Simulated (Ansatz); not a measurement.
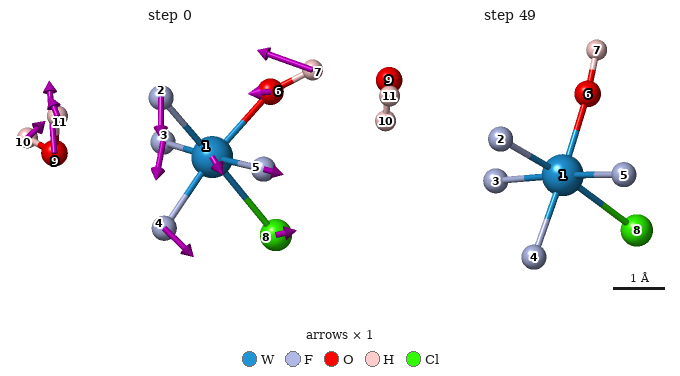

The structure of WH₃O₂ClF₄ before (left) and after (right) a relaxation, at one scale. The purple arrows give the displacements, at their true length.

A ball-and-stick model, seen from a free direction.

The run prepares an end point of a later path (reaction) calculation, from a guessed geometry.

Method: Ansatz, RHF/def2-SVP.

Input
```yaml
crystal:
  periodic: [false, false, false]
  atoms:
    - { symbol: W, position_ang: [-0.018591, -0.194379, -0.046589] }
    - { symbol: F, position_ang: [0.065623, 0.045483, 1.785994] }
    - { symbol: F, position_ang: [1.803212, -0.200975, -0.197652] }
    - { symbol: F, position_ang: [-0.265099, 1.593052, -0.322124] }
    - { symbol: F, position_ang: [-1.857927, -0.250258, 0.131866] }
    - { symbol: O, position_ang: [-0.040898, -1.995489, 0.13908] }
    - { symbol: H, position_ang: [-0.454539, -2.846206, 0.098564] }
    - { symbol: Cl, position_ang: [-0.200448, -0.415866, -2.345673] }
    - { symbol: O, position_ang: [1.772923, 1.936817, 1.440619] }
    - { symbol: H, position_ang: [2.712895, 1.877856, 1.521798] }
    - { symbol: H, position_ang: [1.41635, 1.610565, 2.279118] }
basis:
  gaussian: { orbitals: def2-SVP }
hamiltonian:
  xc: hf
relax:
  f_tol: 0.03
  max_steps: 50
output:
  orbitals: {}
```

Command:
```bash
ansatz run input.yaml --threads 4 --pin off --max-ram 5120MiB --backend cpu --events-out ev --progress --plain --runs-dir out
```

Question: What changed between the two?

Answer: The relaxation stopped without meeting its thresholds, so the last structure isn't shown to be converged. It used up its limit of 50 steps. The largest move after the best rigid fit is that of O9, 1.52 Å. By element the largest moves are O 1.52 Å, H 1.22 Å, F 0.90 Å, W 0.45 Å, Cl 0.43 Å. Some distances before and after: W1–O9 3.156 → 3.991 Å, W1–Cl8 2.317 → 2.296 Å, W1–O6 1.811 → 1.795 Å, W1–F5 1.849 → 1.834 Å. Bond angles that change, for instance: W1–O6–H7 153.5° → 174.8°, F3–W1–F4 97.2° → 86.9°, F4–W1–O6 171.1° → 177.6°. The energy falls by 27.2 kJ/mol in 37 accepted moves (49 points after the start). The largest force component goes from 1.3 to 0.83 eV/Å. The line search rejected the trial steps at points 3, 7, 9, 13, 15, 20, 23, 27 and more of the run.

Limits of the set-up: Hartree-Fock leaves out electron correlation.
